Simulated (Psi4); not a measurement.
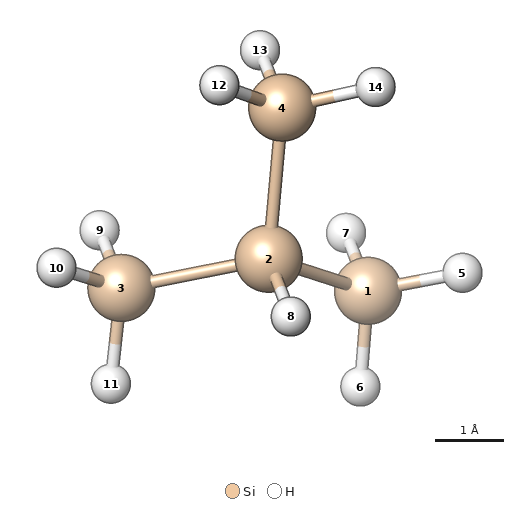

Fig. 1: The structure (ball-and-stick view, seen at a tilt; atoms are numbered from 1 in the order of the input). Bond lengths as drawn: H–Si 1.49 Å and Si–Si 2.34 Å.

# Energy and gradient calculation of Si4H10 (part 1 of 3)

The run: energy and gradient calculation of Si4H10, multiplicity 3, SMILES [SiH3][SiH]([SiH3])[SiH3]. Method and program: CAM-B3LYP/6-31G*, UKS (Psi4 1.11).

The geometry is that of the parent species in another charge or spin state. The geometry comes from this level: PBE0-D4/def2-TZVP.

What the program printed
```
Psi4 1.11 release

gradient() will perform analytic gradient computation.

   => Loading Basis Set <=

    Name: 6-31G*
    Role: ORBITAL
    Keyword: BASIS

         ---------------------------------------------------------
                                   SCF
                              UKS Reference
                        1 Threads,   2098 MiB Core
         ---------------------------------------------------------

  ==> Geometry <==

    Molecular point group: c1
    Full point group: C1

    Geometry (in Angstrom), charge = 0, multiplicity = 3:

       Center              X                  Y                   Z               Mass
    ------------   -----------------  -----------------  -----------------  -----------------
         SI           0.483592397933     0.277099239910    -2.141905187479    27.976926534650
         SI           0.483592397933     0.277099239910     0.195397812521    27.976926534650
         SI           0.483592397933    -1.924438541921     0.980377644094    27.976926534650
         SI          -1.415837435924     1.390267508365     0.980247688460    27.976926534650
         H            0.483153029088     1.667926844512    -2.670153284481     1.007825032230
         H            1.678197566832    -0.435174749802    -2.670125829958     1.007825032230
         H           -0.738227353181    -0.417209910193    -2.630726869977     1.007825032230
         H            1.705664566233     0.977215972146     0.689132786490     1.007825032230
         H           -0.735626732455    -2.619557898831     0.486279051072     1.007825032230
         H            0.477963921267    -1.954933167130     2.467819439026     1.007825032230
         H            1.680868675970    -2.659655439853     0.491061465872     1.007825032230
         H           -1.444305820654     1.401958433550     2.467692348777     1.007825032230
         H           -2.631903915085     0.688895792777     0.487225644959     1.007825032230
         H           -1.445701342288     2.794578103763     0.489884896849     1.007825032230

  Running in c1 symmetry.

  Rotational constants: A =      0.06296  B =      0.06295  C =      0.03484 [cm^-1]
  Rotational constants: A =   1887.35023  B =   1887.27202  C =   1044.61709 [MHz]
  Nuclear repulsion =  328.836277362525720

  Charge       = 0
  Multiplicity = 3
  Electrons    = 66
  Nalpha       = 34
  Nbeta        = 32

  ==> Algorithm <==

  SCF Algorithm Type is PK.
  DIIS enabled.
  MOM disabled.
  Fractional occupation disabled.
  Guess Type is SAD.
  Energy threshold   = 1.00e-09
  Density threshold  = 1.00e-08
  Integral threshold = 1.00e-12

  ==> Primary Basis <==

  Basis Set: 6-31G*
    Blend: 6-31G*
    Number of shells: 52
    Number of basis functions: 92
    Number of Cartesian functions: 96
    Spherical Harmonics?: true
    Max angular momentum: 2

  ==> DFT Potential <==

   => LibXC <=

    Version 7.1.2

   => Composite Functional: CAM-B3LYP <=

    CAM-B3LYP Hyb-GGA Exchange-Correlation Functional

    Deriv               =              1
    GGA                 =           TRUE
    Meta                =          FALSE

    Exchange Hybrid     =           TRUE
    MP2 Hybrid          =          FALSE

   => Exchange Functionals <=

    0.3500         Becke 88 [omega = 0.3300]
    0.4600   Short-range recipe for B88 functional - erf [omega = 0.3300]

   => Exact (HF) Exchange <=

    0.4600            HF,LR [omega = 0.3300]
    0.1900               HF

   => Correlation Functionals <=

    0.1900   Vosko, Wilk & Nusair (VWN5)
    0.8100   Lee, Yang & Parr

   => LibXC Density Thresholds  <==

    XC_HYB_GGA_XC_CAM_B3LYP:  1.00E-14

   => Molecular Quadrature <=

    Radial Scheme          =       TREUTLER
    Pruning Scheme         =           NONE
    Nuclear Scheme         =       TREUTLER

    Blocking Scheme        =         OCTREE
    BS radius alpha        =              1
    Pruning alpha          =              1
    Radial Points          =             99
    Spherical Points       =            590
    Total Points           =         768647
    Total Blocks           =           5336
    Max Points             =            256
    Max Functions          =             89
    Weights Tolerance      =       1.00E-15

  ==> Integral Setup <==

  Using in-core PK algorithm.
   Calculation information:
      Number of atoms:                  14
      Number of AO shells:              52
      Number of primitives:            148
      Number of atomic orbitals:        96
      Number of basis functions:        92

      Integral cutoff                 1.00e-12
      Number of threads:                 1

  Performing in-core PK
  Using 27458343 doubles for integral storage.
  We computed 769071 shell quartets total.
  Whereas there are 950131 unique shell quartets.

  Computing range-separated integrals for PK
  We computed 769071 wK shell quartets total.
  Whereas there are 950131 wK unique shell quartets.

  ==> DiskJK: Disk-Based J/K Matrices <==

    J tasked:                  Yes
    K tasked:                  Yes
    wK tasked:                 Yes
    Omega:               3.300E-01
    Memory [MiB]:              546
    Schwarz Cutoff:          1E-12

  Cached 50.0% of DFT collocation blocks in 0.747 [GiB].

  Minimum eigenvalue in the overlap matrix is 4.5883160960E-03.
  Reciprocal condition number of the overlap matrix is 9.6757367024E-04.
    Using symmetric orthogonalization.

  ==> Pre-Iterations <==

  SCF Guess: Superposition of Atomic Densities via on-the-fly atomic UHF (no occupation information).

   -------------------------
    Irrep   Nso     Nmo
   -------------------------
     A         92      92
   -------------------------
    Total      92      92
   -------------------------

  ==> Iterations <==

                        Total Energy        Delta E     RMS |[F,P]|

   @UKS iter SAD: -1163.02475527703700   -1.16302e+03   0.00000e+00
   @UKS iter   1: -1163.59017500949358   -5.65420e-01   2.54226e-03 ADIIS/DIIS
   @UKS iter   2: -1163.63096711015100   -4.07921e-02   1.65174e-03 ADIIS/DIIS
   @UKS iter   3: -1163.65035053082261   -1.93834e-02   2.55871e-04 ADIIS/DIIS
   @UKS iter   4: -1163.65215597379165   -1.80544e-03   1.37382e-04 ADIIS/DIIS
   @UKS iter   5: -1163.65317468496005   -1.01871e-03   8.46616e-05 DIIS
   @UKS iter   6: -1163.65403213198397   -8.57447e-04   6.81129e-05 DIIS
   @UKS iter   7: -1163.65490805627019   -8.75924e-04   5.42510e-05 DIIS
   @UKS iter   8: -1163.65553564346578   -6.27587e-04   3.87169e-05 DIIS
   @UKS iter   9: -1163.65591473674408   -3.79093e-04   2.76984e-05 DIIS
   @UKS iter  10: -1163.65609373509983   -1.78998e-04   2.13318e-05 DIIS
   @UKS iter  11: -1163.65619488819175   -1.01153e-04   1.81084e-05 DIIS
   @UKS iter  12: -1163.65629009454028   -9.52063e-05   1.61944e-05 DIIS
   @UKS iter  13: -1163.65637786366869   -8.77691e-05   1.56110e-05 DIIS
   @UKS iter  14: -1163.65639011664507   -1.22530e-05   1.55764e-05 DIIS
   @UKS iter  15: -1163.65638791376887    2.20288e-06   1.55307e-05 DIIS
   @UKS iter  16: -1163.65626737684693    1.20537e-04   1.43703e-05 DIIS
   @UKS iter  17: -1163.65609536300781    1.72014e-04   1.63483e-05 DIIS
   @UKS iter  18: -1163.65610437606620   -9.01306e-06   1.40097e-05 DIIS
   @UKS iter  19: -1163.65608862235172    1.57537e-05   1.36993e-05 DIIS
   @UKS iter  20: -1163.65605228745426    3.63349e-05   1.08636e-05 DIIS
   @UKS iter  21: -1163.65603570032340    1.65871e-05   9.01127e-06 DIIS
   @UKS iter  22: -1163.65603677591139   -1.07559e-06   6.55420e-06 DIIS
   @UKS iter  23: -1163.65603566321374    1.11270e-06   5.36159e-06 DIIS
   @UKS iter  24: -1163.65603610374046   -4.40527e-07   1.76968e-06 DIIS
   @UKS iter  25: -1163.65603626000075   -1.56260e-07   1.39986e-06 DIIS
   @UKS iter  26: -1163.65603641394546   -1.53945e-07   7.71486e-07 DIIS
   @UKS iter  27: -1163.65603651151355   -9.75681e-08   3.91897e-07 DIIS
   @UKS iter  28: -1163.65603652237269   -1.08591e-08   1.07140e-07 DIIS
   @UKS iter  29: -1163.65603652308255   -7.09861e-10   4.34329e-08 DIIS
   @UKS iter  30: -1163.65603652325058   -1.68029e-10   1.99412e-08 DIIS
   @UKS iter  31: -1163.65603652327809   -2.75122e-11   1.01619e-08 DIIS
   @UKS iter  32: -1163.65603652328650   -8.41283e-12   5.60668e-09 DIIS
  Energy and wave function converged.

  ==> Post-Iterations <==

   Electrons on quadrature grid:
      Nalpha   =   34.0000024342 ; deviation = 2.434e-06
      Nbeta    =   32.0000019416 ; deviation = 1.942e-06
      Ntotal   =   66.0000043758 ; deviation = 4.376e-06

   @Spin Contamination Metric:   5.712869451E-03
   @S^2 Expected:                2.000000000E+00
   @S^2 Observed:                2.005712869E+00
   @S   Expected:                1.000000000E+00
   @S   Observed:                1.000000000E+00

    Orbital Energies [Eh]
    ---------------------

    Alpha Occupied:

       1A    -66.203744     2A    -66.200403     3A    -66.192881
       4A    -66.192863     5A     -5.373505     6A     -5.367877
       7A     -5.359080     8A     -5.359051     9A     -3.736190
      10A     -3.731848    11A     -3.729331    12A     -3.728395
      13A     -3.723456    14A     -3.722382    15A     -3.718064
      16A     -3.718033    17A     -3.716602    18A     -3.716584
      19A     -3.716311    20A     -3.716292    21A     -0.697083
      22A     -0.635851    23A     -0.620284    24A     -0.556993
      25A     -0.449549    26A     -0.438638    27A     -0.432533
      28A     -0.425045    29A     -0.417296    30A     -0.415545
      31A     -0.399279    32A     -0.379206    33A     -0.350865
      34A     -0.101345

    Alpha Virtual:

      35A      0.024720    36A      0.034301    37A      0.047187
      38A      0.055701    39A      0.058902    40A      0.102197
      41A      0.117722    42A      0.139000    43A      0.163120
      44A      0.163291    45A      0.168374    46A      0.172608
      47A      0.211932    48A      0.217684    49A      0.220050
      50A      0.260266    51A      0.273155    52A      0.275242
      53A      0.292530    54A      0.296192    55A      0.306733
      56A      0.314527    57A      0.335088    58A      0.342216
      59A      0.350263    60A      0.487331    61A      0.497878
      62A      0.525903    63A      0.528558    64A      0.539437
      65A      0.615431    66A      0.629769    67A      0.641929
      68A      0.679354    69A      0.688268    70A      0.701724
      71A      0.730302    72A      0.730381    73A      0.740777
      74A      0.749897    75A      0.753919    76A      0.754009
      77A      0.767883    78A      0.816102    79A      0.820776
      80A      0.834629    81A      0.947797    82A      0.960109
      83A      1.110490    84A      1.176884    85A      1.189023
      86A      1.201227    87A      1.211017    88A      1.215454
      89A      1.238843    90A      1.248907    91A      1.255691
      92A      1.255921

    Beta Occupied:

       1A    -66.200772     2A    -66.197794     3A    -66.192526
       4A    -66.192510     5A     -5.369648     6A     -5.364584
       7A     -5.358623     8A     -5.358595     9A     -3.728477
      10A     -3.727232    11A     -3.724703    12A     -3.724232
      13A     -3.721794    14A     -3.719109    15A     -3.716844
      16A     -3.716822    17A     -3.716315    18A     -3.716300
      19A     -3.715973    20A     -3.715957    21A     -0.667188
      22A     -0.614261    23A     -0.612424    24A     -0.537806
      25A     -0.434760    26A     -0.427109    27A     -0.420486
      28A     -0.416014    29A     -0.413607    30A     -0.406612
      31A     -0.377618    32A     -0.335997

    Beta Virtual:

      33A     -0.189368    34A      0.043194    35A      0.043597
      36A      0.052139    37A      0.060336    38A      0.061890
      39A      0.069001    40A      0.122044    41A      0.122133
      42A      0.147157    43A      0.171660    44A      0.174355
      45A      0.175112    46A      0.176968    47A      0.221205
      48A      0.225048    49A      0.226196    50A      0.267159
      51A      0.276617    52A      0.279994    53A      0.296498
      54A      0.298315    55A      0.316712    56A      0.319147
      57A      0.354470    58A      0.355984    59A      0.361094
      60A      0.499388    61A      0.502868    62A      0.544006
      63A      0.545004    64A      0.549470    65A      0.630752
      66A      0.649525    67A      0.651806    68A      0.696503
      69A      0.697048    70A      0.720442    71A      0.735794
      72A      0.736860    73A      0.747091    74A      0.756700
      75A      0.757441    76A      0.761008    77A      0.770550
      78A      0.833039    79A      0.834254    80A      0.846699
      81A      0.963989    82A      0.967916    83A      1.117179
      84A      1.195447    85A      1.196396    86A      1.211457
      87A      1.218814    88A      1.219508    89A      1.247544
      90A      1.257918    91A      1.261811    92A      1.262208

    Final Occupation by Irrep:
              A
    DOCC [    32 ]
    SOCC [     2 ]
    NA   [    34 ]
    NB   [    32 ]

  @UKS Final Energy: -1163.65603652328650

   => Energetics <=

    Nuclear Repulsion Energy =            328.8362773625257205
    One-Electron Energy =               -2265.6499867380798605
    Two-Electron Energy =                 839.1680343969026126
    DFT Exchange-Correlation Energy =     -66.0103615446349323
    Empirical Dispersion Energy =           0.0000000000000000
    VV10 Nonlocal Energy =                  0.0000000000000000
    Total Energy =                      -1163.6560365232862750

  UHF NO Occupations:
  HONO-2 :   32  A 1.9988832
  HONO-1 :   33  A 1.0000000
  HONO-0 :   34  A 1.0000000
  LUNO+0 :   35  A 0.0011168
  LUNO+1 :   36  A 0.0007667
  LUNO+2 :   37  A 0.0004730
  LUNO+3 :   38  A 0.0002565

Computation Completed

Properties will be evaluated at   0.000000,   0.000000,   0.000000 [a0]

Properties computed using the SCF density matrix

 Multipole Moments:

 ------------------------------------------------------------------------------------
     Multipole            Electronic (a.u.)      Nuclear  (a.u.)        Total (a.u.)
 ------------------------------------------------------------------------------------

 L = 1.  Multiply by 2.5417464519 to convert [e a0] to [Debye]
 Dipole X            :          0.8905883           -0.9085062           -0.0179179
 Dipole Y            :          0.5111610           -0.5207552           -0.0095942
 Dipole Z            :          0.2168346           -0.3670962           -0.1502616
 Magnitude           :                                                    0.1516300

 ------------------------------------------------------------------------------------

	total time  =         82 seconds =       1.37 minutes

         ------------------------------------------------------------
                                   SCF GRAD
         ------------------------------------------------------------

  ==> Geometry <==

    Molecular point group: c1
    Full point group: C1

    Geometry (in Angstrom), charge = 0, multiplicity = 3:

       Center              X                  Y                   Z               Mass
    ------------   -----------------  -----------------  -----------------  -----------------
         SI           0.483592397933     0.277099239910    -2.141905187479    27.976926534650
         SI           0.483592397933     0.277099239910     0.195397812521    27.976926534650
         SI           0.483592397933    -1.924438541921     0.980377644094    27.976926534650
         SI          -1.415837435924     1.390267508365     0.980247688460    27.976926534650
         H            0.483153029088     1.667926844512    -2.670153284481     1.007825032230
         H            1.678197566832    -0.435174749802    -2.670125829958     1.007825032230
         H           -0.738227353181    -0.417209910193    -2.630726869977     1.007825032230
         H            1.705664566233     0.977215972146     0.689132786490     1.007825032230
         H           -0.735626732455    -2.619557898831     0.486279051072     1.007825032230
         H            0.477963921267    -1.954933167130     2.467819439026     1.007825032230
         H            1.680868675970    -2.659655439853     0.491061465872     1.007825032230
         H           -1.444305820654     1.401958433550     2.467692348777     1.007825032230
         H           -2.631903915085     0.688895792777     0.487225644959     1.007825032230
         H           -1.445701342288     2.794578103763     0.489884896849     1.007825032230

  Nuclear repulsion =  328.836277362525720

  ==> Basis Set <==

  Basis Set: 6-31G*
    Blend: 6-31G*
    Number of shells: 52
    Number of basis functions: 92
    Number of Cartesian functions: 96
    Spherical Harmonics?: true
    Max angular momentum: 2

  ==> DirectJKGrad: Integral-Direct SCF Gradients <==

    Gradient:                    1
    J tasked:                  Yes
    K tasked:                  Yes
    wK tasked:                 Yes
    Omega:               3.300E-01
    Integrals threads:           1
    Schwarz Cutoff:          1E-12

  ==> DFT Potential <==

   => LibXC <=

    Version 7.1.2

   => Composite Functional: CAM-B3LYP <=

    CAM-B3LYP Hyb-GGA Exchange-Correlation Functional

    Deriv               =              1
    GGA                 =           TRUE
    Meta                =          FALSE

    Exchange Hybrid     =           TRUE
    MP2 Hybrid          =          FALSE

   => Exchange Functionals <=

    0.3500         Becke 88 [omega = 0.3300]
    0.4600   Short-range recipe for B88 functional - erf [omega = 0.3300]

   => Exact (HF) Exchange <=

    0.4600            HF,LR [omega = 0.3300]
    0.1900               HF

   => Correlation Functionals <=

    0.1900   Vosko, Wilk & Nusair (VWN5)
    0.8100   Lee, Yang & Parr

   => LibXC Density Thresholds  <==

    XC_HYB_GGA_XC_CAM_B3LYP:  1.00E-14

   => Molecular Quadrature <=

    Radial Scheme          =       TREUTLER
    Pruning Scheme         =           NONE
    Nuclear Scheme         =       TREUTLER

    Blocking Scheme        =         OCTREE
    BS radius alpha        =              1
    Pruning alpha          =              1
    Radial Points          =             99
    Spherical Points       =            590
    Total Points           =         768647
    Total Blocks           =           5336
    Max Points             =            256
    Max Functions          =             89
    Weights Tolerance      =       1.00E-15
```
